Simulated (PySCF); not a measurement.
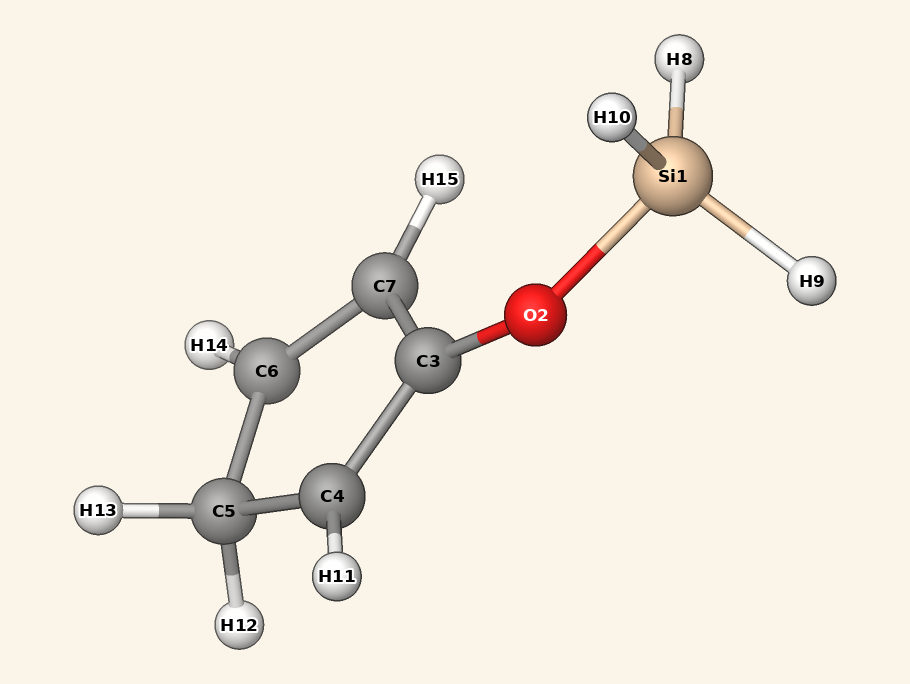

The species has charge +1 and is a spin doublet. The geometry was computed by an optimisation with GFN2-xTB. No frequency run is at hand to confirm it as a minimum. Method: UKS B3LYP, pcH-1 on C H O Si, non-relativistic (PySCF 2.14.0).

Give the isotropic hyperfine couplings (Fermi-contact term alone) of Si1, O2, C3, C4, C5, C6, C7, H8, H9, H10, H11, H12, H13, H14, H15.

```
atom  isotope  a_iso (MHz)
 Si1     29Si          8.6
  O2      17O        −11.4
  C3      13C        −17.7
  C4      13C         53.4
  C5      13C        −22.0
  C6      13C         20.0
  C7      13C        −11.8
  H8       1H         −1.2
  H9       1H         23.7
 H10       1H         24.1
 H11       1H        −46.7
 H12       1H         24.7
 H13       1H         24.6
 H14       1H        −18.1
 H15       1H          0.1
```

The geometry is semi-empirical. Around Si such bond lengths and angles can be off by a tenth of an ångström or more and by several degrees, and values that hang on the shape move with them.
